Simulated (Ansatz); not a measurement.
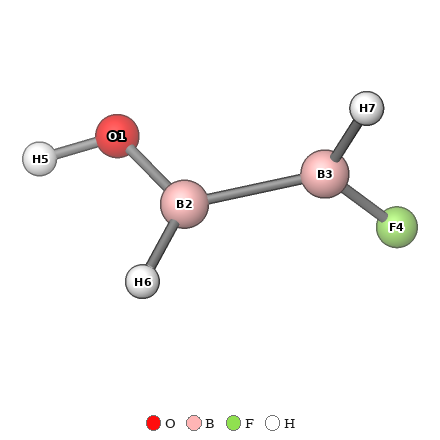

The system is B2FH3O, SMILES OBBF; the picture shows the reference structure. First axis: dihedral H5–O1–B2–B3. Second axis: dihedral O1–B2–B3–F4. Nothing is relaxed (all other coordinates rigid). Grid: 10 × 10 points. Energies: kcal/mol, counted from the relaxed molecule at the same level. Energies and slopes of some neighbouring points disagree (a jump in structure or state, or too coarse a mesh). Level of theory: RHF-MP2, frozen core/def2-TZVP in Ansatz 0.2.0.

Its coordinates:

```yaml
atoms:
  - { symbol: O, position_ang: [-0.1807, 0.9121, -1.2348] }
  - { symbol: B, position_ang: [0.1407, 0.5232, 0.0328] }
  - { symbol: B, position_ang: [-0.0669, -1.1244, 0.4547] }
  - { symbol: F, position_ang: [-1.1775, -1.5151, 1.0873] }
  - { symbol: H, position_ang: [-0.0261, 1.8528, -1.3868] }
  - { symbol: H, position_ang: [0.5749, 1.3446, 0.7969] }
  - { symbol: H, position_ang: [0.7356, -1.9933, 0.2499] }
```

Range: dihedral H5–O1–B2–B3 from −180 to 144°; dihedral O1–B2–B3–F4 from −180 to 144°.

What landscape does the calculation give?

Answer. The lowest grid point is at dihedral H5–O1–B2–B3 = −180°, dihedral O1–B2–B3–F4 = −108°, 0.048 kcal/mol from the relaxed molecule at the same level. Other grid points that lie below all their neighbours: dihedral H5–O1–B2–B3 = −180°, dihedral O1–B2–B3–F4 = 108° (0.09 kcal/mol higher); dihedral H5–O1–B2–B3 = 0°, dihedral O1–B2–B3–F4 = 0° (1.3 kcal/mol higher); dihedral H5–O1–B2–B3 = 0°, dihedral O1–B2–B3–F4 = −180° (1.8 kcal/mol higher). The highest grid point, dihedral H5–O1–B2–B3 = −72°, dihedral O1–B2–B3–F4 = 0°, lies 17.7 kcal/mol above the lowest.

| dihedral O1–B2–B3–F4 ↓, dihedral H5–O1–B2–B3 → | −180 | −144 | −108 | −72 | −36 | 0 | 36 | 72 | 108 | 144 |
| --- | --- | --- | --- | --- | --- | --- | --- | --- | --- | --- |
| 144 | 0.7 | 5.6 | 15.9 | 17.1 | 7.7 | 1.9 | 6.4 | 16.3 | 16.6 | 6.4 |
| 108 | 0.1 | 5.0 | 14.9 | 15.9 | 7.2 | 2.1 | 6.4 | 15.5 | 15.4 | 5.6 |
| 72 | 0.3 | 5.4 | 15.2 | 15.5 | 6.5 | 2.1 | 7.0 | 15.9 | 15.3 | 5.4 |
| 36 | 1.2 | 6.5 | 16.6 | 16.6 | 6.4 | 1.7 | 7.4 | 17.1 | 16.6 | 6.4 |
| 0 | 1.7 | 7.0 | 17.4 | 17.8 | 7.3 | 1.4 | 6.9 | 17.5 | 17.5 | 7.2 |
| −36 | 1.2 | 6.2 | 16.5 | 17.5 | 7.8 | 1.7 | 6.2 | 16.3 | 16.8 | 6.8 |
| −72 | 0.2 | 5.2 | 15.2 | 16.3 | 7.4 | 2.1 | 6.2 | 15.3 | 15.4 | 5.7 |
| −108 | 0.0 | 5.2 | 15.2 | 15.8 | 6.8 | 2.2 | 6.8 | 15.6 | 15.1 | 5.3 |
| −144 | 0.6 | 6.0 | 16.3 | 16.6 | 6.9 | 1.9 | 7.3 | 16.7 | 16.1 | 5.9 |
| −180 | 1.1 | 6.3 | 16.8 | 17.5 | 7.5 | 1.8 | 7.1 | 17.2 | 17.1 | 6.7 |

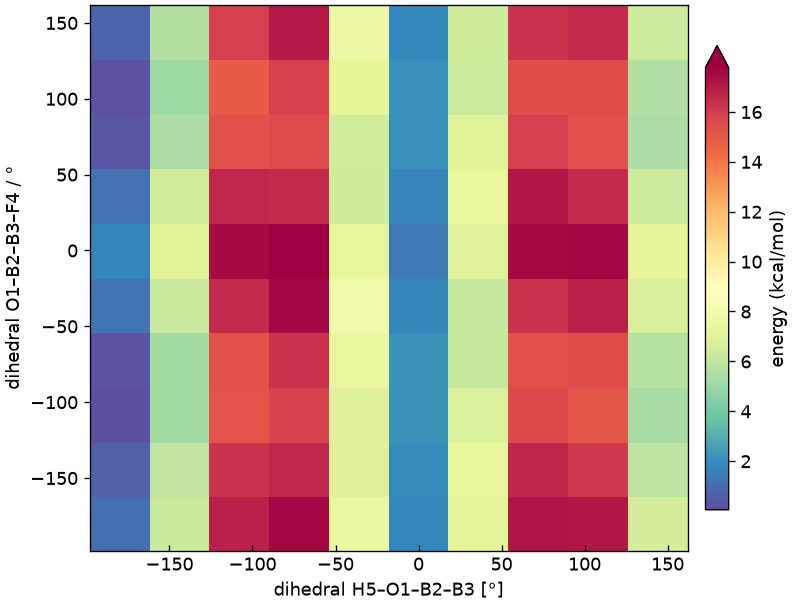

The picture shows one coloured cell a grid point, one colour for all values above the top of the scale.

Time for the 100 points that were run: 11 min on 1 thread of Arm Neoverse V1 (shared host).
